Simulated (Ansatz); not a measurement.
Partial pair distribution functions of a relaxed model of amorphous In9Ga9Zn9O39Mo, broadened by 0.06 Å; density 5.79 g/cm³. Computed with PBE, scalar-relativistic without spin-orbit coupling (plane waves to 420 eV, PAW; Ansatz, a quantum-chemistry and plane-wave program).

Preparation: random packing, a CHGNet melt and quench, and a DFT relaxation. O atoms were pushed apart under 1.9 Å during the dynamics, to hinder bonds among them. The hot cell started wider than the set density and was brought back towards it in steps. It is the lowest in DFT energy of 2 quenches. It is a model cell: composition and starting density were chosen by hand, and all elements were melted together. No dispersion term was used. Its density started from a set value of 5.79 and ended at 5.79 g/cm³. The quench (nominally 320 K/ps over its main leg) was far faster than any real one, so the model tends to hold more defects than a real film. One small periodic cell is one sample of the glass; other quenches scatter about these values. The volume was held where the preparation left it and the shape relaxed, at a PBE pressure of 2.2 GPa. Stress components on the final sampling reach 2.4 GPa. Cycles of charging lowered its energy after that relaxation.

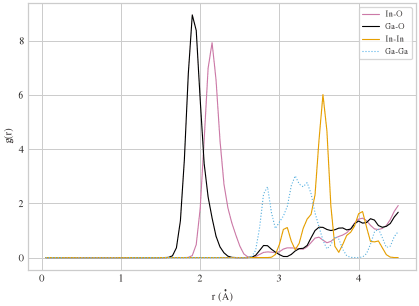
*Partial pair distribution functions*

Highest peaks under 4.5 Å: In-O near 2.15 Å, Ga-O near 1.90 Å, In-In near 3.55 Å, Ga-Ga near 3.20 Å; pairs of few atoms are noisy.

Within 2.60 Å each In has 5.44 O neighbours on average.
